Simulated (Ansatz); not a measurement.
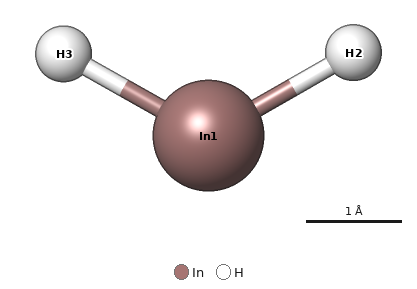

The structure as given in the input (ball-and-stick view, seen on its broad side; atoms are numbered from 1 in the order of the input). Sticks mark near contacts. Bond lengths as drawn: H–In 1.76 Å.

**InH2: a changed input and its effect**

System: InH2, multiplicity 2, SMILES [InH2].
Method of run A: UKS SPW92/def2-TZVPP (Ansatz 0.2.0).

The geometry comes from this level: PBE0-D4/def2-TZVP. Text and figures count atoms from 1; the logs count them from 0 in places.

Input file, run A:
```yaml
crystal:
  periodic: [false, false, false]
  atoms:
    - {symbol: In, position_ang: [0.384621, -0.425448, 0.149772]}
    - {symbol: H, position_ang: [0.691343, 1.265398, 0.521622]}
    - {symbol: H, position_ang: [-1.086865, -0.904750, -0.684694]}
basis:
  gaussian: {orbitals: def2-TZVPP}
magnetization: {spin_polarized: true, initial_magnetization: 1}
hamiltonian: {xc: lda}
output: {orbitals: {seedname: orbitals}}
```

Hardware: 2 CPU threads, shared host.

Output (run A):
```
Functional definition: SPW92
  exchange = slater_x
  correlation = pw_c
506 factors; their error is unknown
mean field evaluation 1: about -5194.1925 eV, gradient 1.4e1 eV
mean field evaluation 2: about -5194.0125 eV, gradient 1.6e1 eV
mean field evaluation 4: about -5195.3446 eV, gradient 2.8e-1 eV
mean field evaluation 8: about -5195.3415 eV, gradient 1.9e-2 eV
mean field evaluation 16: about -5193.5966 eV, gradient 5.1e0 eV
mean field -5195.34152361 eV, -190.9252794638 hartree, gradient 9.2e-6 eV, S^2 0.751014; 0 other end points of the search recorded, 0 dependent functions left out
reference -5195.34156821 eV, -190.9252811027 hartree; 12, 11 occupied and 66, 67 virtual orbitals, 506 factors
Total energy: -5195.34156821 eV, -190.9252811027 hartree
```

The input of run B differs as follows (lines with − go, lines with + come):
```diff
-hamiltonian: {xc: lda}
+hamiltonian: {xc: {name: BLYP}, dispersion: d4}
```

What does this change do to the results?

The total energies belong to different models, so their difference says nothing on which is more stable or more accurate. The HOMO goes from −4.55 to −4.36 eV. The LUMO goes from −3.74 to −3.52 eV.

Output (run B):
```
Functional definition: BLYP
  parameter beta = 0.0042
  parameter a = 0.04918
  parameter b = 0.132
  parameter c = 0.2533
  parameter d = 0.349
  exchange = b88_x(beta = beta)
  correlation = lyp_c(a = a, b = b, c = c, d = d)
506 factors; their error is unknown
mean field evaluation 1: about -5202.1963 eV, gradient 1.4e1 eV
mean field evaluation 2: about -5201.9736 eV, gradient 1.6e1 eV
mean field evaluation 4: about -5203.5860 eV, gradient 3.0e-1 eV
mean field evaluation 8: about -5203.5833 eV, gradient 2.4e-2 eV
mean field evaluation 16: about -5201.7551 eV, gradient 5.2e0 eV
mean field -5203.58334590 eV, -191.2281608465 hartree, gradient 6.4e-6 eV, S^2 0.752029; 0 other end points of the search recorded, 0 dependent functions left out
reference -5203.58363910 eV, -191.2281716212 hartree; 12, 11 occupied and 66, 67 virtual orbitals, 506 factors
Total energy: -5203.64337761 eV, -191.2303669708 hartree
```

The two runs side by side:

| quantity | run A | run B |
| --- | --- | --- |
| outcome | converged | converged |
| total energy (hartree) | −190.925281 | −191.230367 |
| HOMO (eV) | −4.55 | −4.36 |
| LUMO (eV) | −3.74 | −3.52 |
| ⟨S²⟩ | 0.751 | 0.752 |
| basis functions | 78 | 78 |
